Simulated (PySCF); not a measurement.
# BFH₅PSi: a tour of settings

Aim: see how BFH₅PSi (`FBP[SiH3]`) answers to the choice of functional, basis, grid and SCF options.

The runs use PySCF 2.14.0, with density-fitted response routines of our own; the level of theory stands in each step. All values are computed, except where a source is named. Atoms are numbered from 0 throughout.

### 1 The starting structure

9 atoms, charge 0, multiplicity 1; geometry from: GFN2-xTB.

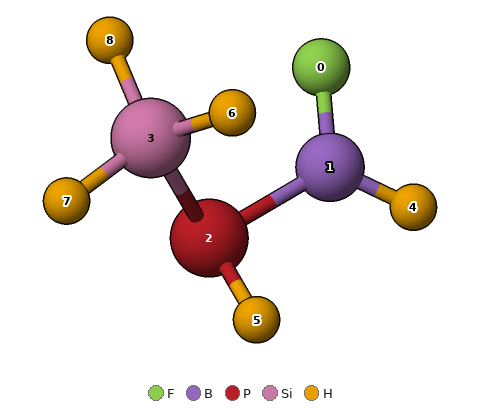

The starting geometry (fluorine green, boron purple, phosphorus red, silicon pink, hydrogen amber), atoms numbered.

### 2 Ultraviolet spectrum: HF/def2-SVPD

What the job is given:

```
{"job": {"kind": "uv", "xc": "HF", "basis": "def2-SVPD", "nstates": 6, "ntriplets": 5, "tda": false, "scf": {"conv": 1e-08}}, "charge": 0, "multiplicity": 1}
F      2.128771     0.857005     0.548114
B      1.737211    -0.327244     0.107472
P      0.297582    -0.414880    -1.063519
Si    -1.362904     0.561059     0.065379
H      2.401884    -1.245435     0.412981
H     -0.036824    -1.741570    -0.908230
H     -1.552114     0.028303     1.420103
H     -2.558303     0.303977    -0.736378
H     -1.041741     1.984777     0.128898
```

With the program's defaults for keys left out, this is: TDDFT HF/def2-SVPD, vertical, gas phase, core orbitals frozen in the response.

On the command line:

```console
$ OMP_NUM_THREADS=1 python probes_run.py task.json out
```

The driver reads the jobs from task.json and runs them one after another.

Output:

```text
final grid: 73528 points
cycle   1  E = -756.3953097249  dE =  1.823e-01  |g| = 4.738e-01  |ddm| = 2.988e+00
cycle   2  E = -756.4548324791  dE = -5.952e-02  |g| = 2.470e-01  |ddm| = 7.244e-01
cycle   3  E = -756.4666784873  dE = -1.185e-02  |g| = 5.736e-02  |ddm| = 2.801e-01
cycle   4  E = -756.4680983213  dE = -1.420e-03  |g| = 1.211e-02  |ddm| = 1.579e-01
cycle   5  E = -756.4682002363  dE = -1.019e-04  |g| = 3.536e-03  |ddm| = 3.792e-02
cycle   6  E = -756.4682141962  dE = -1.396e-05  |g| = 1.206e-03  |ddm| = 1.323e-02
cycle   7  E = -756.4682158883  dE = -1.692e-06  |g| = 3.453e-04  |ddm| = 4.276e-03
cycle   8  E = -756.4682160648  dE = -1.764e-07  |g| = 1.022e-04  |ddm| = 1.475e-03
cycle   9  E = -756.4682160776  dE = -1.286e-08  |g| = 2.828e-05  |ddm| = 4.329e-04
cycle  10  E = -756.4682160785  dE = -9.215e-10  |g| = 8.653e-06  |ddm| = 1.133e-04
converged SCF energy = -756.4682160785

Static polarisability (au): isotropic 64.754, principal 55.638 62.200 76.425

Singlet excitations
state   eV       nm        f      main configurations
  1   5.9709    207.6   0.05773   H->L 0.54, H->L+2 0.13
  2   6.9235    179.1   0.01905   H->L+6 0.23, H->L+1 0.22, H-1->L 0.12
  3   7.1832    172.6   0.15969   H-1->L 0.28, H->L+1 0.22, H-1->L+2 0.10
  4   7.5985    163.2   0.20103   H->L+2 0.34, H->L+5 0.13, H->L+3 0.10
  5   7.8177    158.6   0.02716   H->L+3 0.22, H->L+6 0.19, H->L+2 0.12
  6   8.3375    148.7   0.05552   H->L+4 0.42, H->L+3 0.19, H->L+5 0.10

Triplet excitations (Tamm-Dancoff, eV): 4.7441 5.8138 6.1300 6.4748 7.3362
```

It took 6.7 s on 1 thread, shared host.

The orbitals next to the gap, with their largest atomic shares:

```tsv
orbital	eV	atoms
HOMO−3	-13.78	Si3 41 %, H6 25 %, H7 21 %
HOMO−2	-13.26	Si3 28 %, H8 24 %, P2 19 %
HOMO−1	-11.76	P2 35 %, Si3 22 %, B1 18 %
HOMO	-9.91	P2 63 %, B1 13 %, Si3 10 %
LUMO	1.85	Si3 34 %, B1 24 %, P2 14 %
LUMO+1	2.18	B1 64 %, F0 8 %, P2 7 %
LUMO+2	2.78	Si3 40 %, B1 18 %, P2 13 %
```

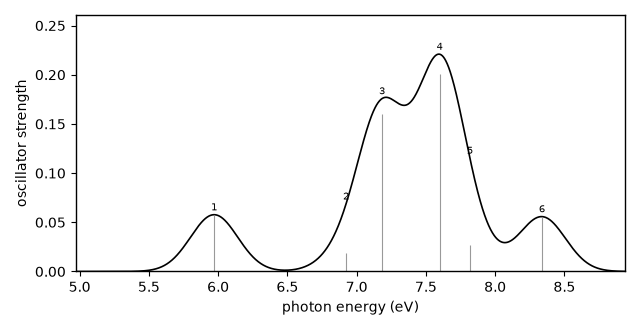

Absorption spectrum from the 6 singlet states computed; above the last one it falls off for lack of states. Lines are broadened to a width of 0.40 eV (Gaussian).

Further results of this job:

```tsv
property	computed
dipole moment (D)	1.47
polarisability (Å³)	9.60
HOMO–LUMO gap (eV)	11.75
−ε(HOMO) (eV)	9.91
```

### 3 Ultraviolet spectrum: revPBE/6-31G*

The job, as its differences from that of step 2:

```diff
@@ -1,2 +1,2 @@
-{"job": {"kind": "uv", "xc": "HF", "basis": "def2-SVPD", "nstates": 6, "ntriplets": 5, "tda": false, "scf": {"conv": 1e-08}}, "charge": 0, "multiplicity": 1}
+{"job": {"kind": "uv", "xc": "revPBE", "basis": "6-31G*", "nstates": 3, "ntriplets": 5, "tda": false}, "charge": 0, "multiplicity": 1}
 F      2.128771     0.857005     0.548114
```

Level: TDDFT revPBE/6-31G*, vertical, gas phase, core orbitals frozen in the response.

Output:

```text
coarse grid: 8520 points
cycle   1  E = -758.3747867062  dE =  1.445e-01  |g| = 4.650e-01  |ddm| = 2.704e+00
cycle   2  E = -758.2501911320  dE =  1.246e-01  |g| = 9.770e-01  |ddm| = 1.511e+00
cycle   3  E = -758.4133006913  dE = -1.631e-01  |g| = 9.444e-02  |ddm| = 1.079e+00
cycle   4  E = -758.4155135003  dE = -2.213e-03  |g| = 3.393e-02  |ddm| = 1.640e-01
cycle   5  E = -758.4159484842  dE = -4.350e-04  |g| = 7.206e-03  |ddm| = 6.777e-02
cycle   6  E = -758.4159681593  dE = -1.968e-05  |g| = 2.157e-03  |ddm| = 1.527e-02
cycle   7  E = -758.4159696666  dE = -1.507e-06  |g| = 6.310e-04  |ddm| = 3.783e-03
final grid: 73528 points
cycle   8  E = -758.3691511231  dE = -2.369e-05  |g| = 5.790e-03  |ddm| = 2.603e-02
cycle   9  E = -758.3691340774  dE =  1.705e-05  |g| = 8.771e-03  |ddm| = 1.993e-02
cycle  10  E = -758.3691623078  dE = -2.823e-05  |g| = 1.138e-03  |ddm| = 1.400e-02
cycle  11  E = -758.3691627371  dE = -4.293e-07  |g| = 3.534e-04  |ddm| = 1.942e-03
cycle  12  E = -758.3691627611  dE = -2.403e-08  |g| = 6.727e-05  |ddm| = 3.992e-04
cycle  13  E = -758.3691627622  dE = -1.068e-09  |g| = 1.818e-05  |ddm| = 9.865e-05
cycle  14  E = -758.3691627623  dE = -1.281e-10  |g| = 4.137e-06  |ddm| = 3.559e-05
converged SCF energy = -758.3691627623

Static polarisability (au): isotropic 59.283, principal 46.651 57.335 73.864

Singlet excitations
state   eV       nm        f      main configurations
  1   4.9637    249.8   0.03723   H->L 0.92
  2   5.9608    208.0   0.07264   H-1->L 0.89
  3   6.2282    199.1   0.04367   H->L+1 0.87, H->L+2 0.08

Triplet excitations (Tamm-Dancoff, eV): 4.0402 5.2799 5.6344 5.9263 6.6502
```

Wall time 17 s (1 thread, shared host).

In short: HOMO -6.13 eV, LUMO -1.68 eV; lowest singlet 4.96 eV.

### 4 J couplings: LDA/6-31G*

The job, as its differences from that of step 3:

```diff
@@ -1,2 +1,2 @@
-{"job": {"kind": "uv", "xc": "revPBE", "basis": "6-31G*", "nstates": 3, "ntriplets": 5, "tda": false}, "charge": 0, "multiplicity": 1}
+{"job": {"kind": "j", "xc": "LDA", "basis": "6-31G*"}, "charge": 0, "multiplicity": 1}
 F      2.128771     0.857005     0.548114
```

With the program's defaults for keys left out, this is: LDA/6-31G* indirect spin-spin coupling, non-relativistic, gas phase.

Output:

```text
coarse grid: 8520 points
cycle   1  E = -755.1520918292  dE =  1.527e-01  |g| = 4.462e-01  |ddm| = 2.714e+00
cycle   2  E = -755.0334976609  dE =  1.186e-01  |g| = 9.576e-01  |ddm| = 1.559e+00
cycle   3  E = -755.1891970839  dE = -1.557e-01  |g| = 1.012e-01  |ddm| = 1.089e+00
cycle   4  E = -755.1919065745  dE = -2.709e-03  |g| = 3.341e-02  |ddm| = 1.757e-01
cycle   5  E = -755.1923008966  dE = -3.943e-04  |g| = 7.612e-03  |ddm| = 6.403e-02
cycle   6  E = -755.1923225016  dE = -2.160e-05  |g| = 2.091e-03  |ddm| = 1.500e-02
cycle   7  E = -755.1923239022  dE = -1.401e-06  |g| = 4.099e-04  |ddm| = 3.344e-03
final grid: 73528 points
cycle   8  E = -755.1578240094  dE = -1.500e-05  |g| = 2.988e-03  |ddm| = 1.120e-02
cycle   9  E = -755.1578196639  dE =  4.346e-06  |g| = 5.953e-03  |ddm| = 8.113e-03
cycle  10  E = -755.1578255444  dE = -5.880e-06  |g| = 4.052e-04  |ddm| = 5.430e-03
cycle  11  E = -755.1578255893  dE = -4.492e-08  |g| = 1.139e-04  |ddm| = 7.113e-04
cycle  12  E = -755.1578255941  dE = -4.774e-09  |g| = 2.283e-05  |ddm| = 2.197e-04
cycle  13  E = -755.1578255943  dE = -1.879e-10  |g| = 6.422e-06  |ddm| = 4.431e-05
converged SCF energy = -755.1578255943

Indirect spin-spin couplings (Hz)
  i      j    bonds     total        FC       PSO       DSO        SD
  0 F    1 B    1   -125.627   -63.935   -59.074     0.652    -3.270
  0 F    2 P    2      5.488    72.195   -67.899    -0.142     1.334
  0 F    3 Si   3     -4.838    -5.514     0.537     0.006     0.133
  0 F    4 H    2     28.613    37.790    -8.709    -1.171     0.703
  0 F    5 H    3     21.320    27.033    -3.799    -1.682    -0.232
  0 F    7 H    4     -0.289     0.778     0.149    -1.196    -0.020
  0 F    8 H    4     -0.529    -0.251    -0.709     0.511    -0.081
  1 B    2 P    1     42.270    54.158   -12.906     0.266     0.752
  1 B    3 Si   2     -1.076    -1.131    -0.043     0.001     0.097
  1 B    4 H    1    158.921   158.528    -1.362     1.179     0.576
  1 B    5 H    2      0.690     1.310    -0.607     0.007    -0.020
  1 B    6 H    3      1.712     1.655    -0.025     0.076     0.006
  1 B    7 H    3      4.673     5.005     0.104    -0.453     0.017
  1 B    8 H    3     -0.227    -0.064    -0.059    -0.079    -0.025
  2 P    3 Si   1     30.045    29.491     6.987    -0.061    -6.372
  2 P    4 H    2     27.589    30.229    -2.280    -0.250    -0.111
  2 P    5 H    1    209.110   201.748     5.297     0.601     1.463
  2 P    6 H    2     -4.136    -3.654     0.076    -0.378    -0.180
  2 P    7 H    2     22.419    22.473     0.197    -0.217    -0.034
  2 P    8 H    2     23.136    23.217     0.175    -0.238    -0.019
  3 Si   4 H    3     -0.932    -1.001    -0.086     0.177    -0.022
  3 Si   5 H    2      0.481     0.322     0.076     0.105    -0.023
  3 Si   6 H    1   -164.272  -164.373     0.941    -0.206    -0.634
  3 Si   7 H    1   -164.764  -164.830     0.911    -0.203    -0.641
  3 Si   8 H    1   -169.034  -169.105     0.944    -0.216    -0.657
  4 H    5 H    3      2.119     1.917    -0.191     0.324     0.069
  4 H    6 H    4     -0.463    -0.322     0.159    -0.300    -0.001
  4 H    7 H    4      0.470     1.297     0.390    -1.221     0.004
  4 H    8 H    4     -0.865    -0.253     0.457    -1.063    -0.006
  5 H    6 H    3      1.463     1.587    -0.035    -0.103     0.013
  5 H    7 H    3     -0.301    -0.100    -0.003    -0.213     0.016
  5 H    8 H    3      9.567    11.358     0.467    -2.259     0.001
  6 H    7 H    2      4.171     5.884     0.307    -2.049     0.030
  6 H    8 H    2      2.697     4.413     0.283    -2.025     0.027
  7 H    8 H    2     -1.209     0.668     0.335    -2.231     0.020
```

Run time: 13 s. Hardware: 1 thread, shared host.

This basis has no tight s functions, so the Fermi-contact terms are rough.

A choice of the couplings up to four bonds, sorted by the number of bonds, with means over like pairs; isotopes 11B, 19F, 1H, 31P, 29Si:

```tsv
pair	bonds	J (Hz)	Fermi contact (Hz)	dihedral (°)
P2–H5	1	209.1	201.7	–
Si3–H6	1	-166.0	-166.1	–
B1–H4	1	158.9	158.5	–
F0–B1	1	-125.6	-63.9	–
B1–P2	1	42.3	54.2	–
P2–Si3	1	30.0	29.5	–
F0–H4	2	28.6	37.8	–
P2–H4	2	27.6	30.2	–
P2–H6	2	13.8	14.0	–
F0–P2	2	5.5	72.2	–
H6–H7	2	1.9	3.7	–
B1–Si3	2	-1.1	-1.1	–
F0–H5	3	21.3	27.0	-161
F0–Si3	3	-4.8	-5.5	-58
H5–H6	3	3.6	4.3	–
H4–H5	3	2.1	1.9	25
B1–H6	3	2.1	2.2	–
```

Quadrupole couplings from the field gradients of the same density:

```tsv
atom	isotope	eQq/h (MHz)	η
B1	11B	3.330	0.59
```

### 5 Shielding tensors: PBE0/cc-pVTZ

The job, as its differences from that of step 4:

```diff
@@ -1,2 +1,2 @@
-{"job": {"kind": "j", "xc": "LDA", "basis": "6-31G*"}, "charge": 0, "multiplicity": 1}
+{"job": {"kind": "nmr", "xc": "PBE0", "basis": "cc-pVTZ", "pop": true}, "charge": 0, "multiplicity": 1}
 F      2.128771     0.857005     0.548114
```

Level: GIAO PBE0/cc-pVTZ NMR shielding, non-relativistic, gas phase.

Output:

```text
coarse grid: 8520 points
cycle   1  E = -758.2329390980  dE =  1.521e-01  |g| = 4.428e-01  |ddm| = 5.437e+00
cycle   2  E = -758.1936087691  dE =  3.933e-02  |g| = 6.999e-01  |ddm| = 1.282e+00
cycle   3  E = -758.2651371073  dE = -7.153e-02  |g| = 3.916e-02  |ddm| = 7.256e-01
cycle   4  E = -758.2654061638  dE = -2.691e-04  |g| = 1.976e-02  |ddm| = 9.876e-02
cycle   5  E = -758.2655215294  dE = -1.154e-04  |g| = 2.839e-03  |ddm| = 3.863e-02
cycle   6  E = -758.2655238846  dE = -2.355e-06  |g| = 8.795e-04  |ddm| = 6.276e-03
final grid: 73528 points
cycle   7  E = -758.2763878128  dE = -6.371e-05  |g| = 4.609e-03  |ddm| = 5.903e-02
cycle   8  E = -758.2763860197  dE =  1.793e-06  |g| = 5.048e-03  |ddm| = 1.532e-02
cycle   9  E = -758.2763927240  dE = -6.704e-06  |g| = 7.135e-04  |ddm| = 8.715e-03
cycle  10  E = -758.2763928180  dE = -9.398e-08  |g| = 2.125e-04  |ddm| = 9.596e-04
cycle  11  E = -758.2763928252  dE = -7.216e-09  |g| = 6.833e-05  |ddm| = 3.526e-04
cycle  12  E = -758.2763928265  dE = -1.310e-09  |g| = 1.229e-05  |ddm| = 1.012e-04
cycle  13  E = -758.2763928266  dE = -4.570e-11  |g| = 1.995e-06  |ddm| = 2.504e-05
converged SCF energy = -758.2763928266

GIAO shielding tensors (ppm)
atom      isotropic    diamagn.    paramagn.     s11        s22        s33       span
  0 F      172.382     468.840    -296.458    -31.589     32.285    516.450    548.039
  1 B       38.986     191.868    -152.882    -41.629     66.698     91.888    133.517
  2 P      574.301     973.362    -399.061    501.219    545.233    676.453    175.234
  3 Si     442.454     886.248    -443.794    427.777    435.756    463.831     36.054
  4 H       25.041      28.910      -3.869     21.465     23.923     29.736      8.271
  5 H       30.129      31.452      -1.323     25.195     27.725     37.467     12.272
  6 H       27.302      29.817      -2.515     23.589     25.414     32.902      9.313
  7 H       27.603      29.152      -1.548     24.114     25.540     33.156      9.042
  8 H       27.403      29.770      -2.367     24.366     25.450     32.392      8.025
```

Run time: 48 s. Hardware: 1 thread, shared host.

Shifts follow as δ = σ(reference) − σ, with reference shieldings (ppm) from runs at the same level and on the same kind of geometry: 1H TMS 31.75, 29Si TMS 358.5, 19F CFCl3 176.6, 31P PH3 620.7. The references are single molecules in the gas phase, so shifts against H2O, NH3, PH3, H3PO4 or CFCl3 are not on the usual liquid scales and can be off by tens of ppm. Atoms listed in one row are averaged.

```tsv
atoms	environment	σ (ppm)	δ (ppm)
H4	hydrogen on a boron bonded to F, P	25.04	6.71
H6, H7, H8	hydrogen on a silicon bonded to P	27.44	4.31
H5	hydrogen on a phosphorus bonded to B, Si	30.13	1.62
F0	fluorine bonded to B	172.4	4.2
B1	boron bonded to F, P, H	39.0	–
P2	phosphorus bonded to B, Si, H	574.3	46.4
Si3	silicon bonded to P, 3 H	442.5	-83.9
```

Charges from the same density, by scheme (e):

```tsv
atoms	Mulliken	IAO	Hirshfeld	ESP fit
F0	-0.18	-0.31	-0.13	-0.21
B1	0.17	0.20	0.15	0.40
P2	-0.13	-0.05	-0.03	-0.29
Si3	0.09	0.45	0.27	0.24
```

Hirshfeld charges:

```tsv
atom	value (e)
F0	-0.13
B1	0.15
P2	-0.03
Si3	0.27
H4	-0.06
H5	0.00
H6	-0.07
H7	-0.07
H8	-0.06
```

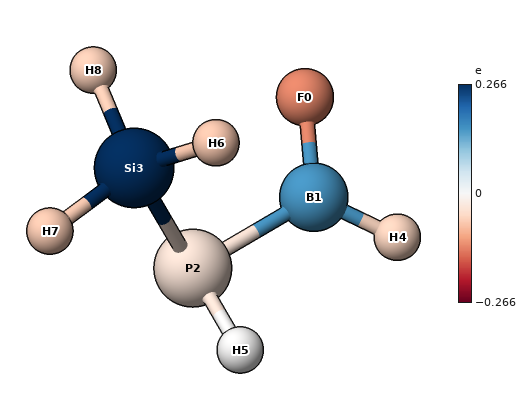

Hirshfeld charges, as colours on the atoms.

Mayer bond orders: F0–B1 1.27, B1–P2 1.17, P2–Si3 1.03.

### 6 Shielding tensors: PBE0/IGLO-III

The job, as its differences from that of step 5:

```diff
@@ -1,2 +1,2 @@
-{"job": {"kind": "nmr", "xc": "PBE0", "basis": "cc-pVTZ", "pop": true}, "charge": 0, "multiplicity": 1}
+{"job": {"kind": "nmr", "xc": "PBE0", "basis": "IGLO-III", "pop": false, "grid": 4}, "charge": 0, "multiplicity": 1}
 F      2.128771     0.857005     0.548114
```

Level: GIAO PBE0/IGLO-III NMR shielding, non-relativistic, gas phase.

Output:

```text
coarse grid: 8520 points
cycle   1  E = -758.2361091028  dE =  1.145e-01  |g| = 4.711e-01  |ddm| = 2.075e+00
cycle   2  E = -758.1941669917  dE =  4.194e-02  |g| = 7.186e-01  |ddm| = 4.592e-01
cycle   3  E = -758.2688576473  dE = -7.469e-02  |g| = 5.496e-02  |ddm| = 2.629e-01
cycle   4  E = -758.2692915398  dE = -4.339e-04  |g| = 2.033e-02  |ddm| = 5.225e-02
cycle   5  E = -758.2693959811  dE = -1.044e-04  |g| = 4.287e-03  |ddm| = 2.154e-02
cycle   6  E = -758.2694002447  dE = -4.264e-06  |g| = 8.955e-04  |ddm| = 4.291e-03
final grid: 193472 points
cycle   7  E = -758.2786241630  dE = -6.702e-05  |g| = 5.234e-03  |ddm| = 2.599e-02
cycle   8  E = -758.2786223749  dE =  1.788e-06  |g| = 5.380e-03  |ddm| = 6.921e-03
cycle   9  E = -758.2786283705  dE = -5.996e-06  |g| = 1.020e-03  |ddm| = 4.216e-03
cycle  10  E = -758.2786285435  dE = -1.729e-07  |g| = 2.626e-04  |ddm| = 5.102e-04
cycle  11  E = -758.2786285529  dE = -9.434e-09  |g| = 9.757e-05  |ddm| = 1.933e-04
cycle  12  E = -758.2786285553  dE = -2.420e-09  |g| = 1.250e-05  |ddm| = 7.027e-05
cycle  13  E = -758.2786285554  dE = -4.275e-11  |g| = 2.266e-06  |ddm| = 1.346e-05
converged SCF energy = -758.2786285554

GIAO shielding tensors (ppm)
atom      isotropic    diamagn.    paramagn.     s11        s22        s33       span
  0 F      169.622     470.176    -300.554    -33.416     26.468    515.814    549.230
  1 B       32.392     191.079    -158.686    -52.303     62.071     87.409    139.712
  2 P      560.024     972.993    -412.970    490.142    525.887    664.042    173.900
  3 Si     434.571     886.645    -452.074    419.194    429.226    455.293     36.099
  4 H       25.013      29.160      -4.147     21.452     23.942     29.646      8.193
  5 H       30.073      32.076      -2.004     25.112     27.667     37.439     12.326
  6 H       27.254      29.629      -2.375     23.643     25.385     32.734      9.091
  7 H       27.577      29.071      -1.493     24.169     25.540     33.023      8.854
  8 H       27.386      29.516      -2.130     24.425     25.521     32.213      7.788
```

Wall time 78 s (1 thread, shared host).

Key values: σ F0 169.6, B1 32.4, P2 560.0, Si3 434.6, H4 25.01, H6 27.41 ppm (means over like atoms).

### 7 Side by side: electronic excitations

Excitations and ground-state properties, with basis size and wall time:

```tsv
run	lowest singlet (eV)	brightest (eV)	f	gap (eV)	α (Å³)	μ (D)	functions	time
HF/def2-SVPD	5.97	7.60	0.201	11.75	9.60	1.47	131	6.7 s
revPBE/6-31G*	4.96	5.96	0.073	4.46	8.78	1.19	74	17 s
```

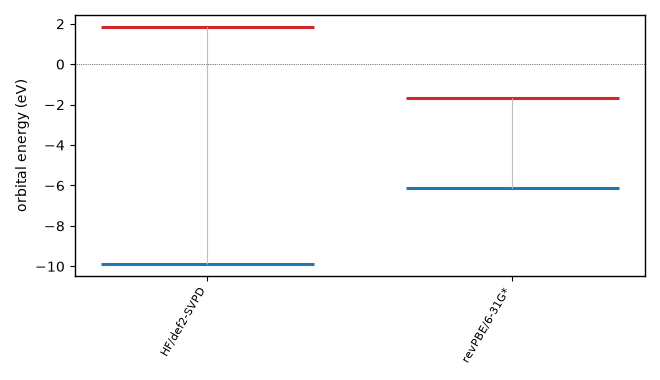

HOMO (blue) and LUMO (red) run by run.

### 8 Comparing the runs: NMR shifts

Shifts (ppm), means over like atoms, with basis size and wall time:

```tsv
run	H4	H6	H5	F0	P2	Si3	functions	time
PBE0/cc-pVTZ	6.71	4.31	1.62	4.2	46.4	-83.9	198	48 s
PBE0/IGLO-III	6.82	4.43	1.76	-1.3	55.1	-91.2	208	78 s
```

### 9 Summary of results

| quantity | value |
| --- | --- |
| lowest singlet (HF/def2-SVPD) | 5.97 eV (208 nm), f = 0.058 |
| brightest single state of those computed | state 4, 7.60 eV, f = 0.201 |
| lowest triplet | 4.74 eV |
| largest coupling of the table (LDA/6-31G*) | 1J(P,H) P2–H5, 209.1 Hz |
| 1H shifts against TMS (PBE0/cc-pVTZ, means over atoms taken as alike) | 6.71, 4.31, 1.62 ppm |
| 19F shifts against CFCl3 (PBE0/cc-pVTZ) | 4.2 ppm |
| 31P shifts against PH3 (PBE0/cc-pVTZ) | 46.4 ppm |
| 29Si shifts against TMS (PBE0/cc-pVTZ) | -83.9 ppm |
| shieldings of B (PBE0/cc-pVTZ) | B1 39.0 ppm |
| range of the lowest singlet | 4.96 to 5.97 eV |
| range of the shift of P2 | 46.4 to 55.1 ppm |

What this shows: Single values in the summary come from the first run of each kind that ended normally (HF/def2-SVPD; LDA/6-31G*; PBE0/cc-pVTZ), which need not be the best level. The lowest singlet, at 5.97 eV, is HOMO→LUMO 0.54, HOMO→LUMO+2 0.13 and is bright; of the 6 states computed, the strongest absorption comes from state 4 at 7.60 eV. The lowest triplet lies 1.23 eV below the lowest singlet (triplets in Tamm-Dancoff, singlets in full TDDFT). In the run at LDA/6-31G*, the largest coupling of the table is P2–H5, 209.1 Hz, of which the Fermi-contact term gives 201.7 Hz. Couplings across rotatable bonds belong to this one conformer; where others are populated, the observed values are averages. At PBE0/cc-pVTZ: The widest tensor belongs to F0: span 548 ppm, with a paramagnetic part of -296 ppm. The lowest singlet runs from 4.96 eV (revPBE/6-31G*) to 5.97 eV (HF/def2-SVPD), while the orbital gap spans 4.46 to 11.75 eV. The lowest state need not be the same one in every run. The runs solved for a few states only, so the brightest column depends on that window. Among the atoms with a shift in every run: Across the 2 runs the shift of P2 moves most, between 46.4 (PBE0/cc-pVTZ) and 55.1 ppm (PBE0/IGLO-III). Couplings from bases without tight functions are rough.
